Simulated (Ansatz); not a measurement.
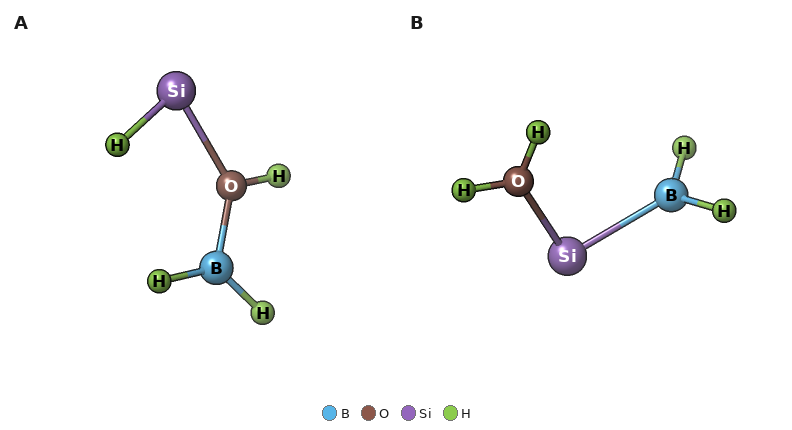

2 stationary structures of one formula. Charge +1, singlet. Geometries: PBE-D4/def2-SVP. Electronic energies: PBE-D4/def2-SVP (Ansatz 0.2.0), without zero-point energy. No frequency run is at hand to confirm each as a minimum. Each is one conformer, not always the lowest.

Question: Which structure is the most stable?

Answer: A is lowest (Cs); B lies 30.6 kcal/mol above it (Cs).
